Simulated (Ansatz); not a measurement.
C2H6Br2GaN (SMILES C[N](C)[Ga]([Br])[Br])

```xyz
12

C    -0.5520   -0.7330    1.1189
N     0.0041   -0.0077    0.0037
C     1.2551   -0.5387   -0.4780
Ga   -0.7928    1.4337   -0.7228
Br    0.1664    2.5094   -2.4812
Br   -2.7668    2.1939    0.1107
H     0.1347   -0.7289    1.9763
H    -0.7443   -1.7813    0.8534
H    -1.4954   -0.2892    1.4415
H     1.6292    0.0467   -1.3196
H     1.1413   -1.5786   -0.8129
H     2.0204   -0.5262    0.3099
```

Geometry: PBE0-D4/def2-TZVP.

All numbers below come from Ansatz, RKS PBE0-D4/def2-TZVPP.

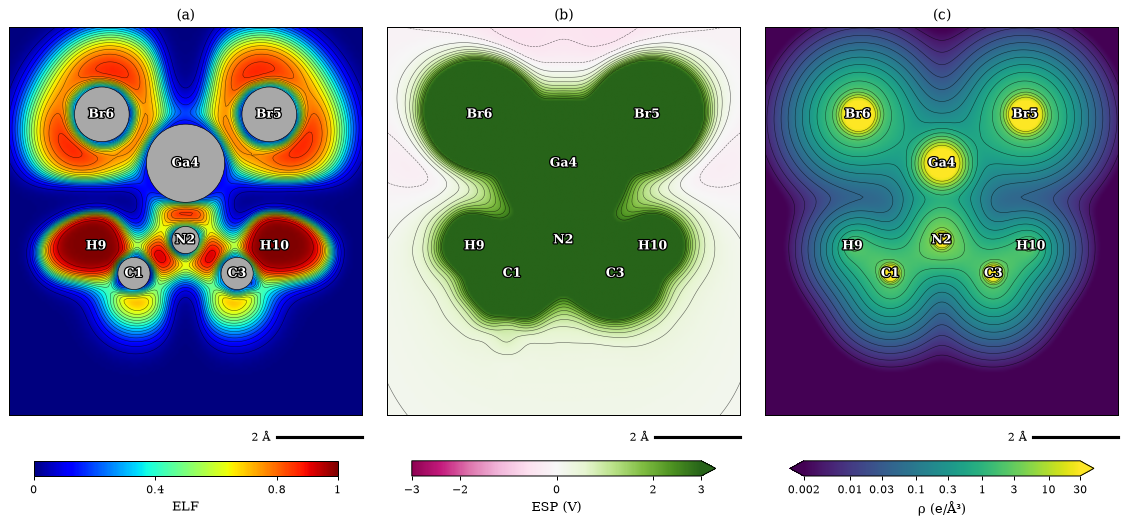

Figure 1. (a) electron localisation function; (b) electrostatic potential; (c) electron density on the plane of atoms N2, C1 and H9. Grey discs cover the atomic cores in the ELF map.

> Describe what can be read from this map.

The section cuts through C, N, Ga, Br and H sites. C–N (1.44 Å): ρ at the midpoint is about 2 e/Å³; the ELF peaks at about 0.90 between the atoms; a covalent bond. Ga–N (1.80 Å): ρ at the midpoint is about 0.97 e/Å³; the ELF peaks at about 0.85 in the valence shell of N, 0.6 Å from its nucleus, and is about 0.35 at the midpoint. Ga–Br (2.27 Å): ρ at the midpoint is about 0.67 e/Å³; the ELF peaks at about 0.75 in the valence shell of Br, 1.0 Å from its nucleus, and is about 0.65 at the midpoint. C–H (1.09 Å): the density is about 2 e/Å³ at the midpoint; the ELF climbs to about 1 towards the hydrogen, as it does in any bond to H; a covalent bond by its length. The ELF also peaks beside Br6 and Br5, away from the bonds: lone-pair regions. Outside the dense part of the molecule the potential is most negative (−0.5 V) near Br5 and Br6.

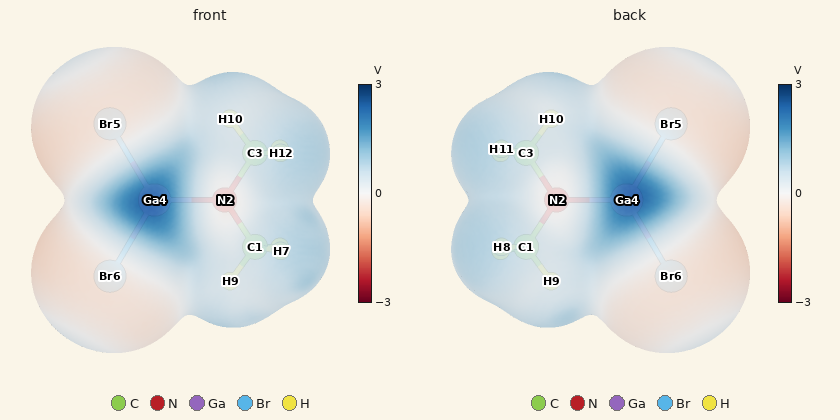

Figure 2. The electrostatic potential painted on the density surface at 0.002 e/bohr³, seen from the front and from behind; the colour scale runs from red (negative) to blue (positive).

> Where is the surface potential most negative and most positive?

The most negative region (about −0.5 V) lies over Br5 and Br6, the most positive (about +2.3 V) over Ga4. Br5 shows a σ-hole: about +0.2 V at the tip opposite its bond, against about −0.3 V on its flanks. Br6 shows a σ-hole: about +0.2 V at the tip opposite its bond, against about −0.3 V on its flanks.

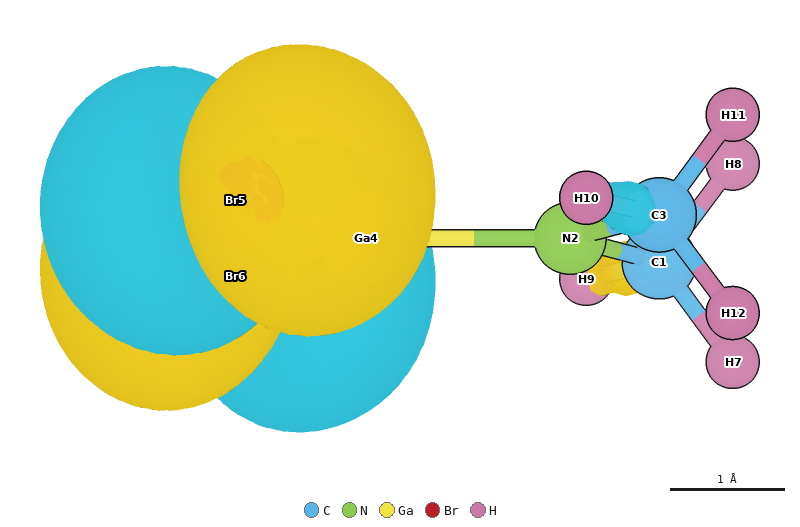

Figure 3. The HOMO−1 at ±0.08 Å⁻³ᐟ² (yellow and cyan are the two phases), seen from one side.

> What is the character of this orbital?

By Hirshfeld shares it lies mainly on Br6 (about 45 %) and Br5 (about 45 %); largely a combination of lone pairs on Br6 and Br5. Its energy is −8.41 eV.
